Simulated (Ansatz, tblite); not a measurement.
Redistribution: C3H7F + C4H10O → C3H7FO + C4H10

Species: C3H7F (2-fluoropropane) `CC(C)F`, singlet; C4H10O `CC(C)CO`, singlet; C3H7FO `CC(C)(O)F`, singlet; C4H10 (isobutane) `CC(C)C`, singlet. The partners trade H for OH; both sit on C, so the bond types are kept.

Shapes, held fixed at every level: PBE0-D4/def2-TZVP. Flexible molecules stand in one conformer, not always the lowest. Programs: Ansatz 0.2.0, tblite 0.8.0. Electronic energies: no zero-point or thermal term.

```
               level                    kind  ΔE (kJ/mol)  less CCSD(T)/CBS estimate  CPU time (sum over the molecules)
            GFN1-xTB          semi-empirical        -51.1                       +2.3                             0.87 s
r2SCAN-D4/def2-TZVPP                meta-GGA        -58.0                       -4.6                               41 s
  wB97M-V/def2-TZVPP  range-separated hybrid        -55.6                       -2.2                               93 s
  wB97X-V/def2-TZVPP  range-separated hybrid        -54.3                       -0.9                               66 s
      MP2/def2-TZVPP     perturbation theory        -56.0                       -2.6                                  –
  CCSD(T)/def2-TZVPP   coupled cluster or CI        -54.0                       -0.6                             23 min
     CCSD/def2-TZVPP   coupled cluster or CI        -53.1                       +0.3                                  –
CCSD(T)/CBS estimate   coupled cluster or CI        -53.4                        0.0                             28 min
```

The highest level, CCSD(T)/CBS estimate, gives ΔE = -53.4 kJ/mol; the levels span -58.0 to -51.1. The column of differences is taken from that level and isn't an error. No measured value is set beside it here. The CBS estimate extrapolates MP2 from def2-TZVPP and def2-QZVPP and adds CCSD(T) − MP2 in the triple-zeta set, cores frozen. Times are processor times on shared x86 and Arm servers, and rough.

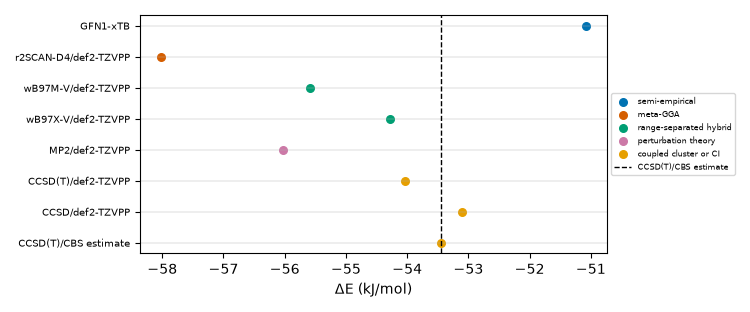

The values of the table, level by level.
